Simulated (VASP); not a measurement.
Band structure of SnTe (rock salt). Level of theory: PBE GGA with D4 dispersion, VASP's PBE PAW potentials (set 64) (plane waves; VASP 6.6.1).

Unless said otherwise, spin-orbit coupling is left out, though it shifts the bands of the heavy elements here.

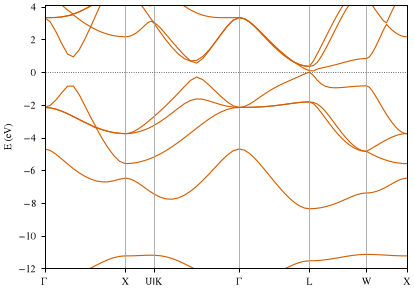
Figure: Bands along high-symmetry lines, zero at the valence-band maximum or, without a gap, the Fermi level

Q: Read the plot: is there a gap, and where are the band edges?

A: The gap is indirect, 0.08 eV, from the valence maximum at L to the conduction minimum at L-W at 0.07. (Edges off the drawn lines would not show.)

The compound is SnTe in the rock salt structure, which distorts at low temperature. It was relaxed first.
